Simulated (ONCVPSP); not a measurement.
Input of ONCVPSP 4.0.1:

```
# ATOM AND REFERENCE CONFIGURATION
# atsym  z   nc   nv     iexc    psfile
  Cr 24.00    3    4        4      upf
#
#   n    l    f
    1    0    2.00
    2    0    2.00
    2    1    6.00
    3    0    2.00
    3    1    6.00
    3    2    5.00
    4    0    1.00
#
# PSEUDOPOTENTIAL AND OPTIMIZATION
# lmax
    2
#
#   l,   rc,      ep,       ncon, nbas, qcut
    0    1.70    0.00    3    7    6.80
    1    0.95    0.00    4    8    8.50
    2    1.05    0.00    5    8    8.50
#
# LOCAL POTENTIAL
# lloc, lpopt,  rc(5),   dvloc0
    4    1    0.85    2.00
#
# VANDERBILT-KLEINMAN-BYLANDER PROJECTORs
# l, nproj, debl
    0    2    2.10
    1    2    1.10
    2    2    1.70
#
# MODEL CORE CHARGE
# icmod, fcfact, rcfact
    1    0.75    0.00
#
# LOG DERIVATIVE ANALYSIS
# epsh1, epsh2, depsh
   -4.00    5.00    0.02
#
# OUTPUT GRID
# rlmax, drl
    6.00    0.01
#
# TEST CONFIGURATIONS
# ncnf
    4
# nvcnf
#   n    l    f
    4
    3    0    2.00
    3    1    6.00
    3    2    5.00
    4    0    0.00
#
    4
    3    0    2.00
    3    1    6.00
    3    2    4.00
    4    0    0.00
#
    4
    3    0    2.00
    3    1    6.00
    3    2    3.00
    4    0    0.00
#
    4
    3    0    2.00
    3    1    6.00
    3    2    4.00
    4    0    1.00
#
```

Launched with:
```bash
oncvpsp.x < Cr.dat > Cr.out
```

Functional and relativity: PBE, scalar-relativistic.

In the p channel the program set the typed energies aside and used -1.670, 0.250 Ha.

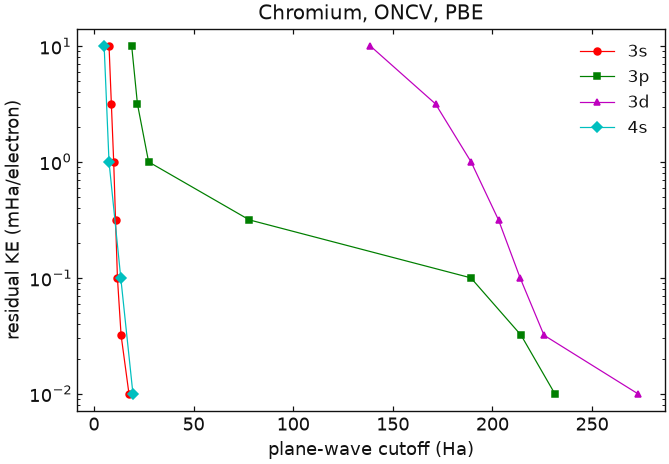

Residual kinetic energy of the pseudo-waves (the first of each channel, and further valence shells) beyond the plane-wave cutoff, as the generator prints it.

Question: Which wave is the hardest at 1 mHa per electron, and which settings govern it?

Answer: 3d, with rc = 1.05 bohr and qcut = 8.5 1/bohr. The optimisation minimises, but can't always remove, the kinetic energy above qcut²/2 = 36.1 Ha, and a larger rc would as a rule soften the wave at some cost in transferability.

Question: Read the cutoffs for an error of 1 mHa per electron.

Answer: 3d: 189 Ha; 3p: 27 Ha; 3s: 9.9 Ha; 4s: 7.6 Ha.

Question: Which cutoffs does the potential need for its occupied states?

Answer: 189 Ha for 1 mHa and 214 Ha for 0.1 mHa per electron. The first is set by 3d.
